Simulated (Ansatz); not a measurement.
**Energy and gradient calculation, with input and output: C₂F₂**

C₂F₂, SMILES FC#CF, computed with CCSD(T)/aug-cc-pVDZ, RHF (Ansatz 0.2.0).

A bond length was changed on purpose from its optimised value. Figures and captions count atoms from 1; the log counts them from 0 in places.

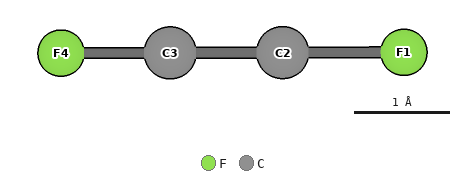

The structure as given in the input (ball-and-stick view, seen on its broad side; atoms are numbered from 1 in the order of the input).

Key numbers

- outcome: converged
- total energy: −275.144440 hartree
- SCF energy: −274.472294 hartree
- MP2 energy: −275.112948 hartree
- CCSD energy: −275.123102 hartree
- correlation energy: −0.672146 hartree
- (T) correction: −0.021338 hartree
- basis functions: 92
- largest force: 12.905 eV/Å
- T1 diagnostic: 0.013
- SCF solution under orbital rotations: stable
- hardware: 1 thread of Arm Neoverse V1, 24 GiB of memory available, shared host
- wall time: 39 s
- peak memory: 0.5 GiB

Input
```yaml
crystal:
  periodic: [false, false, false]
  atoms:
    - symbol: F
      position_ang: [-0.126126, 0.118216, 1.725794]
    - symbol: C
      position_ang: [-0.023426, 0.020416, 0.456194]
    - symbol: C
      position_ang: [0.071674, -0.070184, -0.720406]
    - symbol: F
      position_ang: [0.164100, -0.158200, -1.863000]
basis:
  gaussian: {orbitals: aug-cc-pVDZ}
scf: {omitted_lower_state_checks: [cluster_reference, increment]}
output: {forces: true}
correlation: {method: ccsd_t}
```

Launched with:
```bash
ansatz run input.yaml --threads 1 --pin off --max-ram 2610MiB --events-out events.jsonl --progress --plain --runs-dir runs
```

The program's output
```
Functional definition: HF
  name "HF"
  exchange = exact_x
  correlation = 0
these checks for a lower state are left out or cut short: cluster_reference, increment
898 factors; integrals over basis functions are off by at most 1.2e-3 eV
mean field evaluation 1: about -7467.8285 eV, gradient 2.1e1 eV
mean field evaluation 2: about -7467.8301 eV, gradient 2.1e1 eV
mean field evaluation 4: about -7468.7655 eV, gradient 1.8e0 eV
mean field evaluation 8: about -7468.7716 eV, gradient 1.4e-5 eV
mean field -7468.77160816 eV, -274.4722940848 hartree, gradient 2.6e-6 eV, S^2 0.000000; 0 other end points of the search recorded, 0 dependent functions left out
4 core orbitals not correlated: weight in the atoms' cores, before any rotation towards them, 1.000 or more for the frozen orbitals, at most 0.000 for the correlated occupied ones
reference -7468.77160816 eV, -274.4722940848 hartree; 11, 11 occupied and 77, 77 virtual orbitals, 898 factors
second order -17.43306966 eV of doubles, -0.00000000 eV of singles
cycle   1  -17.21075620 eV  change    2.2e-1 eV  update   9.6e-2
cycle   2  -17.60540426 eV  change   -3.9e-1 eV  update   3.0e-2
cycle   3  -17.71187709 eV  change   -1.1e-1 eV  update   1.4e-2
cycle   4  -17.70888348 eV  change    3.0e-3 eV  update   3.4e-3
cycle   5  -17.70832551 eV  change    5.6e-4 eV  update   1.3e-3
cycle   6  -17.70933541 eV  change   -1.0e-3 eV  update   3.2e-4
cycle   7  -17.70938485 eV  change   -4.9e-5 eV  update   1.1e-4
cycle   8  -17.70935383 eV  change    3.1e-5 eV  update   2.8e-5
cycle   9  -17.70936829 eV  change   -1.4e-5 eV  update   1.0e-5
cycle  10  -17.70937227 eV  change   -4.0e-6 eV  update   2.6e-6
perturbative correction -0.58064515 eV, -0.0213383158 hartree
the calculation of the forces begins
Total energy: -7487.06162558 eV, -275.1444398275 hartree
Atom 0 at    -0.126126     0.118216     1.725794 Å, force    -0.155205     0.147808     1.918894 eV/Å
Atom 1 at    -0.023426     0.020416     0.456194 Å, force    -0.110430     0.105212     1.366452 eV/Å
Atom 2 at     0.071674    -0.070184    -0.720406 Å, force    -0.771771     0.734927     9.540286 eV/Å
Atom 3 at     0.164100    -0.158200    -1.863000 Å, force     1.037406    -0.987947   -12.825632 eV/Å
Dipole moment:     0.012868    -0.012257    -0.159153 e Å
Checks for a lower state left out: cluster_reference, increment
```
